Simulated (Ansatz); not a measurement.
**Cl2FHOZr···HCl: density, localisation and related maps**

```
atom    x (Å)    y (Å)    z (Å)
  Zr   0.1366  -0.5008  -0.2466
  Cl   0.9768   0.4132   2.6515
  Cl   2.1464   0.5533  -0.9378
   F  -1.3046   0.6838   0.1849
  Cl  -0.6197  -1.6360  -2.1783
   O   0.4041  -1.9955   1.0182
   H   0.4311  -2.9687   1.0068
   H   0.8588  -0.8921   2.4457
```

Core potentials replace the inner electrons of Zr.

All numbers below come from Ansatz 0.2.0, RKS BLYP-D4/def2-SVP.

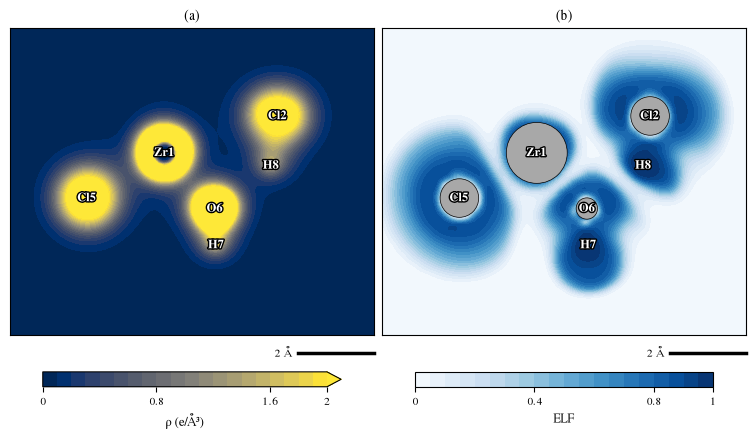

Figure 1. (a) electron density; (b) electron localisation function on the plane of atoms Cl5, Zr1 and O6. Grey discs cover the atomic cores in the ELF map.

**What do the fields say about this system?**

The plane passes through Zr, Cl, O and H nuclei. O6···H8 (1.86 Å): the density falls to about 0.23 e/Å³ on the way; the ELF dips to about 0.15 between them. Zr–O (1.98 Å): ρ at the midpoint is about 0.82 e/Å³; the ELF peaks at about 0.85 in the valence shell of O, 0.5 Å from its nucleus, and drops to about 0.20 between the two atoms. Zr–Cl (2.36 Å): ρ at the midpoint is about 0.56 e/Å³; the ELF peaks at about 0.85 in the valence shell of Cl, 0.8 Å from its nucleus, and is about 0.35 at the midpoint. O–H (0.97 Å): ρ is about 3.6 e/Å³ halfway; the ELF climbs to about 1 towards the hydrogen, as it does in any bond to H: an ordinary covalent bond to hydrogen. Cl–H (1.33 Å): ρ is about 1.8 e/Å³ halfway; the ELF climbs to about 1 towards the hydrogen. The ELF also peaks beside Cl2, away from the bonds: lone-pair regions.

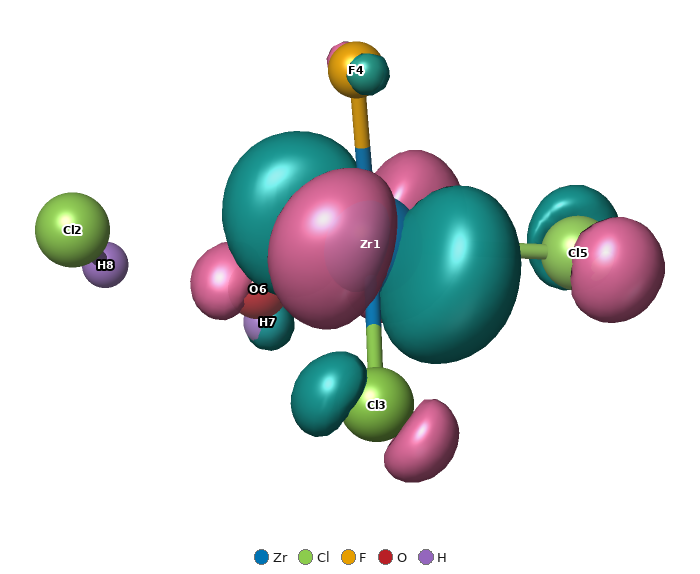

Figure 2. The LUMO at ±0.15 Å⁻³ᐟ² (teal and pink are the two phases), seen from one side.

**Where does this orbital lie, and at what energy?**

By Hirshfeld shares it lies mainly on Zr1 (about 70 %), Cl5 (about 10 %) and Cl3 (about 10 %). Its energy is −2.76 eV.

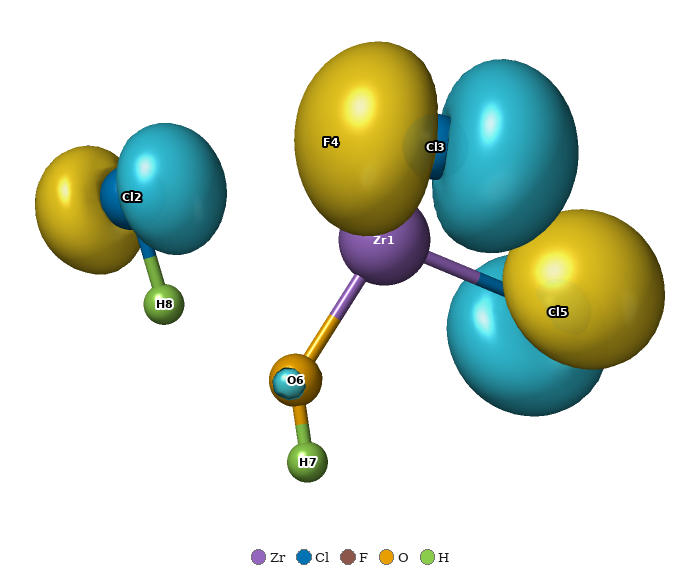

Figure 3. The HOMO at ±0.1 Å⁻³ᐟ² (yellow and cyan are the two phases), seen at a tilt.

**Describe this orbital and give its energy.**

It lies mainly on Cl3 (about 55 %), Cl5 (about 25 %) and Cl2 (about 10 %). Its energy is −7.45 eV.
